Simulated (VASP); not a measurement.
Band structure of WSe2 (2H layered). Method: r2SCAN meta-GGA, VASP's PBE PAW potentials (set 64) (plane waves; VASP).

The path is coarsely sampled, so an indirect gap can come out somewhat too large. Unless said otherwise, spin-orbit coupling is left out, though it shifts the bands of the heavy elements here.

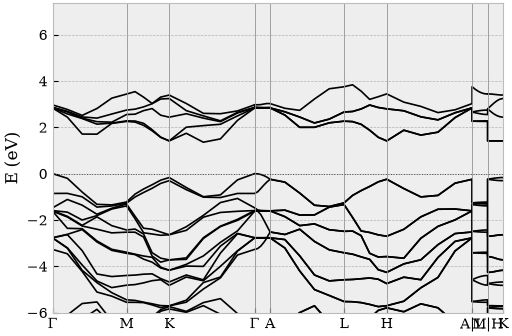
*Bands along high-symmetry lines, zero at the valence-band maximum or, without a gap, the Fermi level*

**Question.** Read the plot: is there a gap, and where are the band edges?

**Answer.** The gap is indirect, 1.36 eV, from the valence maximum at Γ to the conduction minimum at K-Γ at 0.40.

The compound is WSe2 in the 2H layered structure. It was relaxed first, which changed the volume by +8 %.
